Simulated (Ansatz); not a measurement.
**Si$_{2}$H$_{2}$Cl$_{3}$F: single-point calculation**

The run: single-point calculation of Si$_{2}$H$_{2}$Cl$_{3}$F, SMILES F[SiH2][Si](Cl)(Cl)Cl. Method and program: RKS revPBE-D4/def2-TZVPP (Ansatz 0.2.0).

The geometry comes from this level: PBE0-D4/def2-TZVP.

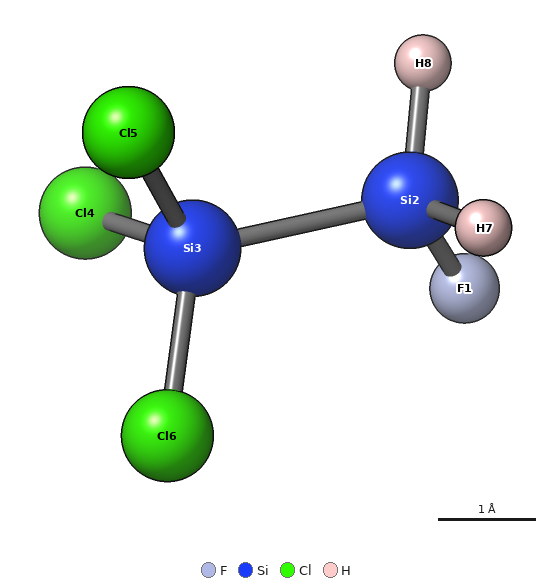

Figure 1. The input geometry (ball-and-stick view, seen at a tilt; atoms are numbered from 1 in the order of the input). Bond lengths as drawn: Cl–Si 2.04 Å, F–Si 1.60 Å, H–Si 1.48 Å and Si–Si 2.34 Å.

## Key numbers

| quantity | value |
| --- | --- |
| outcome | converged |
| total energy | −56071.0009 eV |
| mean-field energy | −56070.1998 eV |
| dispersion energy | −0.8011 eV |
| SCF solution under orbital rotations | stable |
| HOMO | −7.32 eV |
| LUMO | −1.98 eV |
| hardware | 4 threads of AMD EPYC, 23 GiB of memory available, shared host |
| wall time | 3.8 s (CPU time 11 s) |
| peak memory | 0.47 GiB |

## Input file
```yaml
crystal:
  periodic: [false, false, false]
  atoms:
    - {symbol: F, position_ang: [-0.590307, -1.454846, 1.710229]}
    - {symbol: Si, position_ang: [0.445241, -1.019822, 0.571740]}
    - {symbol: Si, position_ang: [-0.361585, 0.883886, -0.522455]}
    - {symbol: Cl, position_ang: [-2.161609, 0.530219, -1.412206]}
    - {symbol: Cl, position_ang: [0.998663, 1.384359, -1.963704]}
    - {symbol: Cl, position_ang: [-0.566941, 2.454752, 0.760931]}
    - {symbol: H, position_ang: [1.749749, -0.707575, 1.203638]}
    - {symbol: H, position_ang: [0.578889, -2.128073, -0.404174]}
basis:
  gaussian: {orbitals: def2-TZVPP}
hamiltonian: {xc: {name: revPBE}, dispersion: d4}
output: {orbitals: {seedname: orbitals}}
```

Launch command:
```bash
ansatz run in.yaml --threads 4 --pin off --events-out ev --progress --plain --max-ram 10444MiB
```

## Output
```
Functional definition: revPBE
  name "revPBE"
  cite "Zhang & Yang, Phys. Rev. Lett. 80, 890 (1998) doi:10.1103/PhysRevLett.80.890"
  cite "Perdew, Burke & Ernzerhof, Phys. Rev. Lett. 77, 3865 (1996) doi:10.1103/PhysRevLett.77.3865"
  parameter kappa = 1.245
  parameter beta = 0.06672455060314922
  exchange = pbe_x(kappa = kappa, mu = beta*pi^2/3)
  correlation = pbe_c(beta = beta)
1732 factors; their error is unknown
mean field evaluation 1: about -56067.8118 eV, gradient 3.8e1 eV
mean field evaluation 2: about -56063.0467 eV, gradient 7.1e1 eV
mean field evaluation 4: about -56070.2457 eV, gradient 2.2e0 eV
mean field evaluation 8: about -56070.2555 eV, gradient 1.1e-1 eV
mean field evaluation 16: about -56070.1997 eV, gradient 2.1e-4 eV
mean field -56070.19973556 eV, -2060.5418345354 hartree, gradient 3.6e-5 eV, S^2 0.000000; 0 other end points of the search recorded, 0 dependent functions left out
reference -56070.19979112 eV, -2060.5418365773 hartree; 45, 45 occupied and 224, 224 virtual orbitals, 1732 factors
Total energy: -56071.00092996 eV, -2060.5712778865 hartree
```

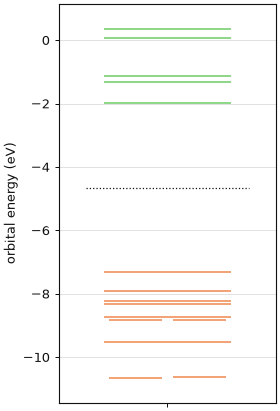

Figure 2. Orbital energies near the frontier; the dotted line parts filled from empty levels, and levels within 0.02 eV of each other stand side by side. Highest filled −7.32 eV, lowest empty −1.98 eV, 5.34 eV apart.
